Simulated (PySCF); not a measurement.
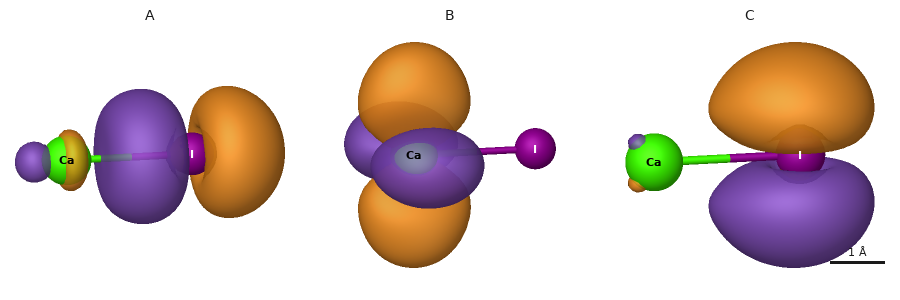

*CaI (doublet). Three frontier β-spin orbitals, each drawn at the value that holds 80 % of its norm (orange and purple are the two phases), in no order; of a degenerate pair one member is drawn.*

Method: PBE0/x2c-SVPall, spin-free X2C-1e, Gaussian nucleus, at a bond length of 2.823 Å (PySCF 2.14.0).

Question: Label each orbital by symmetry, say whether it is occupied, and order them by energy.

Answer: Orbital A: σ, occupied in this spin, −7.54 eV; mainly on I (85 %).
Orbital C: π, occupied in this spin, −6.78 eV; mainly on I (95 %).
Orbital B: δ, empty in this spin, −0.38 eV; almost wholly on Ca.
